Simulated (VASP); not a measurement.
Band structure of RhB (relaxed from the NiAs type structure, space group P6_3/mmc). All values below come from PBEsol GGA, VASP's PBE PAW potentials (set 64) (plane waves; VASP 6.6.1).

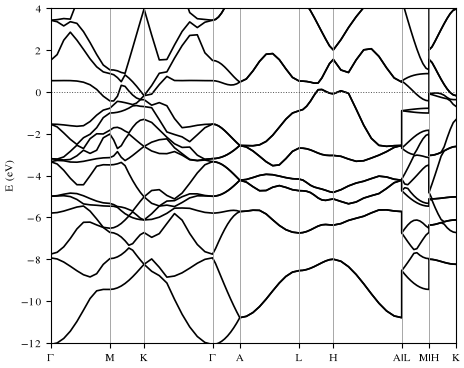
Bands along high-symmetry lines, zero at the valence-band maximum or, without a gap, the Fermi level

Task: Read the plot: is there a gap, and where are the band edges?

Result: It has no gap at this level: it comes out as a metal or semimetal. (Edges off the drawn lines would not show.)

The structure was generated: RhB was put into the NiAs type type (P6_3/mmc), which need not be its known phase. It was relaxed first, which changed the volume by -27 %.
